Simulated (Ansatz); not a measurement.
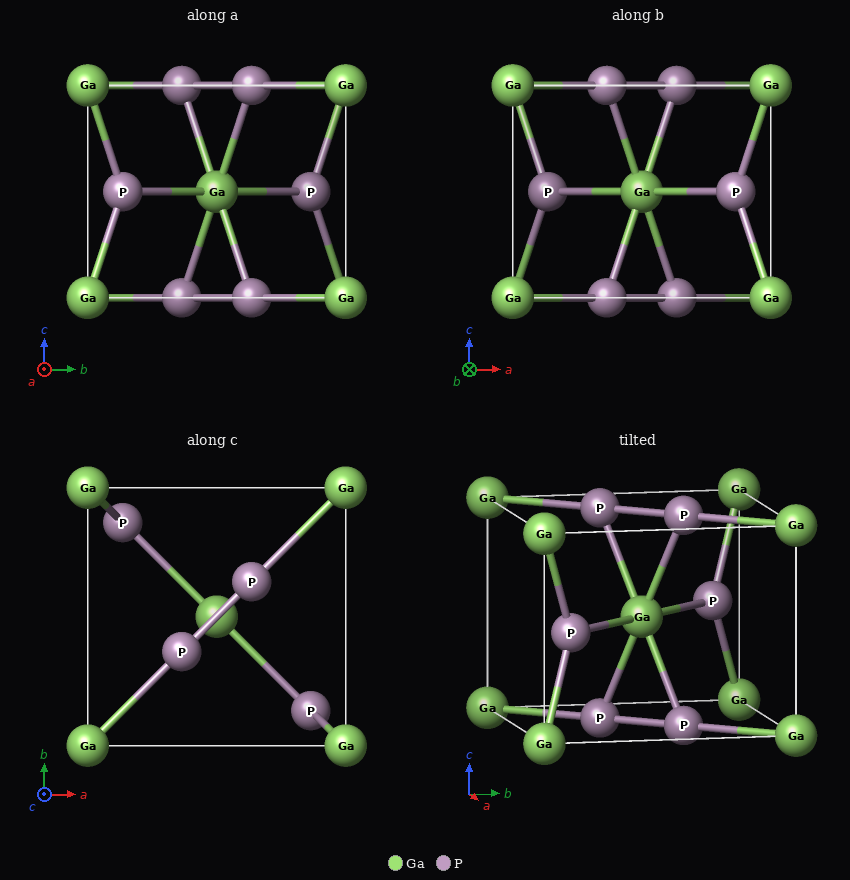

View along the a axis, along the b axis, along the c axis and slightly off an axis, drawn as a ball-and-stick model. Atoms at the boundary of the conventional unit cell (the box) are drawn once for each face, edge or corner they touch.

Lattice parameters: a = 5.534 Å, b = 5.534 Å, c = 4.556 Å, α = 90.00°, β = 90.00°, γ = 90.00°. Put a along x and b in the xy plane.

Q: Give the structure in the form of a POSCAR file, with free fractional coordinates to two decimals.

A:
```
Ga P
1.0
     5.534    0.000    0.000
     0.000    5.534    0.000
     0.000    0.000    4.556
Ga P
2 4
Direct
  0.00 0.00 0.00
  0.50 0.50 0.50
  0.36 0.36 0.00
  0.14 0.86 0.50
  0.64 0.64 0.00
  0.86 0.14 0.50
```

The model was built from a structure type filled with these elements by a generator (whether the compound takes this form wasn't checked). The final geometry of a relaxation with DFT PBE, scalar-relativistic, plane waves, PAW in Ansatz is shown.
